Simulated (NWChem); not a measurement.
# C2F2 (SMILES FC#CF) at 6 levels

Wanted: a comparison of 6 runs (HF/def2-SVP, HF/cc-pVTZ, BLYP/6-31G*, PBE/6-31G**, B3LYP/6-31G*, B3LYP/def2-TZVP) of C2F2. 

The results are computed with NWChem 7.3.0.

## 1. The structure to begin with

C2F2: 4 atoms, total charge 0, spin state singlet. SMILES: `FC#CF`. The shape is that of a PBE0-D4/def2-TZVP optimisation.

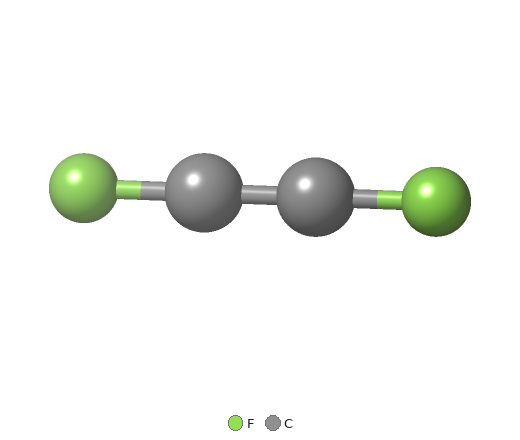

The structure, seen from a chosen angle (fluorine green, carbon grey).

## 2. Energy and forces at HF/def2-SVP (run 1)

Contents of m1.nw:

```
start m1
title "C2F2"
memory stack 880 mb heap 220 mb global 1100 mb
charge 0

geometry units angstrom noautosym nocenter noautoz
F     -0.136400     0.128000     1.852800
C     -0.033700     0.030200     0.583200
C      0.061400    -0.060400    -0.593400
F      0.164100    -0.158200    -1.863000
end

basis spherical bse
* library def2-SVP
end

scf
thresh 1e-08
maxiter 80
end

task scf gradient
```

Run with:

```console
$ nwchem m1.nw > m1.out
```

Output:

```text
[...]
  functions       =    56
[...]
  wavefunction    = RHF
[...]
         Total SCF energy =   -274.243802715296
      One-electron energy =   -568.501939853291
      Two-electron energy =    198.747133267939
 Nuclear repulsion energy =     95.511003870056
        Time for solution =      1.3s
[...]
                         RHF ENERGY GRADIENTS
    atom               coordinates                        gradient
                 x          y          z           x          y          z
   1 F      -0.257759   0.241885   3.501284   -0.000949   0.000903   0.011710
   2 C      -0.063684   0.057070   1.102088   -0.001940   0.001851   0.024067
   3 C       0.116029  -0.114139  -1.121363    0.001940  -0.001851  -0.024067
   4 F       0.310104  -0.298955  -3.520560    0.000949  -0.000903  -0.011710
[...]
```

Run time: 2.3 s. Hardware: 1 thread of Intel Xeon Platinum 8488C (Sapphire Rapids), shared host; peak memory 0.1 GiB.

## 3. Energy and forces at HF/cc-pVTZ (run 2)

Contents of mol.nw:

```
start mol
title "C2F2"
memory stack 880 mb heap 220 mb global 1100 mb
geometry noautosym nocenter noautoz
 F    -0.136400    0.128000    1.852800
 C    -0.033700    0.030200    0.583200
 C     0.061400   -0.060400   -0.593400
 F     0.164100   -0.158200   -1.863000
end
basis spherical bse
 * library cc-pVTZ
end
scf
 thresh 1e-08
 maxiter 80
end
task scf gradient
```

Run with:

```console
$ nwchem mol.nw > mol.out
```

Output:

```text
[...]
  functions       =   120
[...]
  wavefunction    = RHF
[...]
         Total SCF energy =   -274.567939107302
      One-electron energy =   -569.078621069192
      Two-electron energy =    198.999678091834
 Nuclear repulsion energy =     95.511003870056
        Time for solution =     24.8s
[...]
                         RHF ENERGY GRADIENTS
    atom               coordinates                        gradient
                 x          y          z           x          y          z
   1 F      -0.257759   0.241885   3.501284   -0.001298   0.001236   0.016032
   2 C      -0.063684   0.057070   1.102088   -0.003342   0.003186   0.041410
   3 C       0.116029  -0.114139  -1.121363    0.003342  -0.003186  -0.041410
   4 F       0.310104  -0.298955  -3.520560    0.001298  -0.001236  -0.016032
[...]
```

Wall time 33 s (1 thread of Intel Xeon Platinum 8488C (Sapphire Rapids), shared host); peak memory 0.12 GiB.

## 4. Energy and forces at BLYP/6-31G(d) (spherical functions) (run 3)

Contents of m1.nw:

```
start m1
memory total 2200 mb
charge 0

geometry noautosym nocenter noautoz
F    -0.136400    0.128000    1.852800
C    -0.033700    0.030200    0.583200
C     0.061400   -0.060400   -0.593400
F     0.164100   -0.158200   -1.863000
end

basis spherical bse
* library 6-31G*
end

dft
xc becke88 lyp
grid xfine
convergence energy 1e-08
maxiter 100
mulliken
print low
end

task dft gradient
```

Run with:

```console
$ nwchem m1.nw > m1.out
```

Output:

```text
[...]
 d= 0,ls=0.0,diis     1   -275.6302535147 -3.71D+02  2.23D-02  6.73D-01     0.8
[...]
 d= 0,ls=0.0,diis     8   -275.6984020734  1.76D-11  4.28D-07  7.39D-10     5.5
         Total DFT energy =     -275.698402073393
      One electron energy =     -569.558663129312
           Coulomb energy =      230.058376105795
    Exchange-Corr. energy =      -31.709118919932
 Nuclear repulsion energy =       95.511003870056
[...]
      Total Density - Mulliken Population Analysis
     ---------------------------------------------
    Atom       Charge   Shell Charges
 -----------   ------   -------------------------------------------------------
    1 F    9     9.16   2.00  0.94  3.31  1.00  1.89  0.02
    2 C    6     5.84   2.00  0.62  2.07  0.41  0.67  0.07
    3 C    6     5.84   2.00  0.62  2.07  0.41  0.67  0.07
    4 F    9     9.16   2.00  0.94  3.31  1.00  1.89  0.02
[...]
                         DFT ENERGY GRADIENTS
    atom               coordinates                        gradient
                 x          y          z           x          y          z
   1 F      -0.257759   0.241885   3.501284    0.002470  -0.002353  -0.030543
   2 C      -0.063684   0.057070   1.102088    0.001447  -0.001379  -0.017919
   3 C       0.116029  -0.114139  -1.121363   -0.001448   0.001380   0.017924
   4 F       0.310104  -0.298955  -3.520560   -0.002470   0.002352   0.030538
 Task  times  cpu:        6.8s     wall:        6.8s
 Total times  cpu:        6.8s     wall:        6.8s
```

It took 7.5 s on 1 thread of Intel Xeon Platinum 8488C (Sapphire Rapids), shared host; peak memory 0.12 GiB.

Runs 4 to 5 aren't shown in full; the table further down has their settings and results.

## 5. Energy and forces at B3LYP/def2-TZVP (run 6)

Contents of input.xyz:

```xyz
4
C2F2 B3LYP
F     -0.136400     0.128000     1.852800
C     -0.033700     0.030200     0.583200
C      0.061400    -0.060400    -0.593400
F      0.164100    -0.158200    -1.863000
```

Contents of input.nw:

```
start input
title "C2F2 B3LYP"
memory total 2200 mb

geometry units angstroms noautosym nocenter noautoz
load input.xyz
end

basis spherical bse
* library def2-TZVP
end

dft
xc b3lyp
grid fine
convergence energy 1e-08
iterations 100
mulliken
noprint "final vectors analysis"
end

task dft gradient
```

Run with:

```console
$ nwchem input.nw > input.out
```

Output:

```text
[...]
          Wavefunction type:  closed shell.
          No. of atoms     :     4
          No. of electrons :    30
[...]
          Charge           :     0
          Spin multiplicity:     1
[...]
          AO basis - number of functions:   124
[...]
              XC Information
              --------------
                         B3LYP Method XC Potential
                     Hartree-Fock (Exact) Exchange  0.200
                        Slater Exchange Functional  0.800 local
                    Becke 1988 Exchange Functional  0.720 non-local
              Lee-Yang-Parr Correlation Functional  0.810
                  VWN I RPA Correlation Functional  0.190 local
[...]
 d= 0,ls=0.0,diis     1   -275.8070918013 -3.71D+02  6.68D-03  9.21D-01     2.2
[...]
 d= 0,ls=0.0,diis     8   -275.8697655316  2.95D-10  4.13D-07  8.72D-09    14.7
         Total DFT energy =     -275.869765531649
      One electron energy =     -569.425855393544
           Coulomb energy =      229.778494296340
    Exchange-Corr. energy =      -31.733408304501
 Nuclear repulsion energy =       95.511003870056
[...]
      Total Density - Mulliken Population Analysis
     ---------------------------------------------
    Atom       Charge   Shell Charges
 -----------   ------   -------------------------------------------------------
    1 F    9     9.15   0.77  1.20  0.62  0.98  0.37  2.29  2.09  0.81  0.00  0.02  0.00
    2 C    6     5.85   0.85  1.12  0.56  0.20  0.09  1.35  1.27  0.28  0.04  0.08  0.02
    3 C    6     5.85   0.85  1.12  0.56  0.20  0.09  1.35  1.27  0.28  0.04  0.08  0.02
    4 F    9     9.15   0.77  1.20  0.62  0.98  0.37  2.29  2.09  0.81  0.00  0.02  0.00
[...]
  wavefunction    = closed shell
                         DFT ENERGY GRADIENTS
    atom               coordinates                        gradient
                 x          y          z           x          y          z
   1 F      -0.257759   0.241885   3.501284    0.000675  -0.000644  -0.008358
   2 C      -0.063684   0.057070   1.102088   -0.000596   0.000568   0.007392
   3 C       0.116029  -0.114139  -1.121363    0.000596  -0.000568  -0.007392
   4 F       0.310104  -0.298955  -3.520560   -0.000675   0.000644   0.008358
[...]
```

Wall time 21 s (1 thread of Intel Xeon Platinum 8488C (Sapphire Rapids), shared host); peak memory 0.13 GiB.

## 6. All runs side by side

```tsv
run	level	iteration cap	module	energy (Eh)	dipole moment (D)	largest force (eV/Å)	wall time
1	HF/def2-SVP	80	scf	-274.243803	0.00	1.245	2.3 s
2	HF/cc-pVTZ	80	scf	-274.567939	0.00	2.143	33 s
3	BLYP/6-31G* (spherical functions)	100	dft	-275.698402	–	1.580	7.5 s
4	PBE/6-31G** (spherical functions)	100	dft	-275.458605	–	1.389	7.5 s
5	B3LYP/6-31G* (Cartesian functions)	100	dft	-275.736066	0.00	0.894	7.8 s
6	B3LYP/def2-TZVP	100	dft	-275.869766	0.00	0.432	21 s
```

## 7. Summary of results

| quantity | value |
| --- | --- |
| run 6: total energy | -275.86977 Eh |
| run 6: dipole moment | 0.00 D |
| run 6: largest force on an atom | 0.432 eV/Å |

What this shows: Over runs 1, 2, 5 the HOMO–LUMO gap runs from 8.97 eV (B3LYP/6-31G*) to 17.98 eV (HF/def2-SVP). The two ends differ in method and basis. Totals of different functionals can't be ranked against each other. All runs together took 79 s, the longest 33 s.
